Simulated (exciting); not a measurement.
Two BSE runs for the O K edge of LaGaO3, space group R3c. Run A: exciting, all-electron LAPW+lo, LDA, exchange and screened direct term (singlet BSE), 2×2×2 shifted k points, 65 conduction bands, |G+q| up to 3 bohr⁻¹, full RPA screening with nempty = 98, Lorentzian half width 0.45 eV. Run B has a fault in its input.

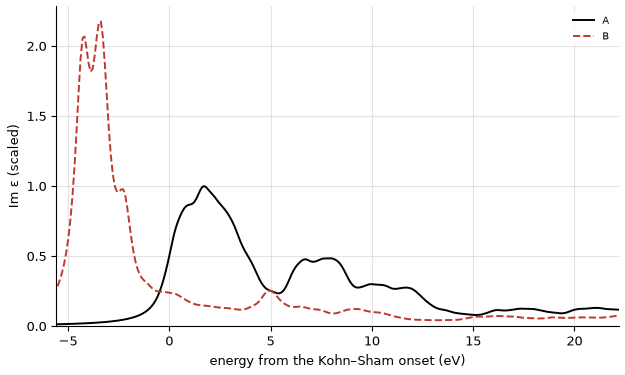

Energy from the Kohn–Sham onset, core level to the lowest empty state found on the meshes used; one zero for both, scaled to A's maximum.

**Question.** What most likely went wrong in run B?

Far too few empty states in the screening (empty states in the screening from 98 to 8). Against run A the r.m.s. difference is 157 %. Moving the earlier curve by -5.4 eV leaves 72 %. The highest maximum lies at -3.4 eV (2.18), against 1.7 eV (1.00). The first bright state moves from -0.20 to -4.27 eV. Too few states underscreen, so the attraction is too strong. Other settings could leave a like mark; this is the change that was made.

[Hosts, paths, dates, database ids (printed as entryN), source tags and the programs' standing remarks are cut or masked in the printed files.]
